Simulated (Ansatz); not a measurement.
YN, pressure series

Start from YN in the rock salt structure (space group Fm-3m, No. 225).

YN has the cubic space group Fm-3m (No. 225), the rock salt structure, Pearson symbol cF8. Lattice parameters: a = 4.9058 Å, b = 4.9058 Å, c = 4.9058 Å, α = 90.00°, β = 90.00°, γ = 90.00°. Y on 4a is coordinated by 6 N at 2.453 Å (octahedral). N on 4b is surrounded by 6 Y at 2.453 Å (octahedral). (Neighbours: up to the widest gap in distance over summed covalent radii, below 1.35, at either atom; cation-cation and far metal-metal contacts left out.)
(The calculation used a cell of 2 atoms; values per cell refer to that cell.)

Cell and atoms are relaxed at each pressure.

Computed with PBE (Ansatz, an electronic-structure program), without spin-orbit coupling.

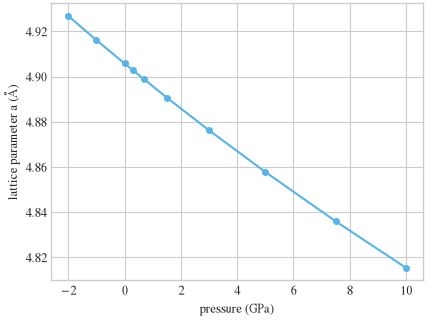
Fig. 1. Lattice parameter a against pressure

**Question.** From the plot, what is the lattice parameter a for pressure 1.5 GPa?

**Answer.** About 4.891 Å.

**Question.** Is the trend monotonic over the range shown?

**Answer.** Yes, it falls throughout, spanning 4.815 Å to 4.927 Å.

Load acts through the strain it causes; cell and atoms are relaxed under it. No phonon test of stability was made. Competing high-pressure phases were not computed. The base started in P3_121 and relaxed to Fm-3m at this level.
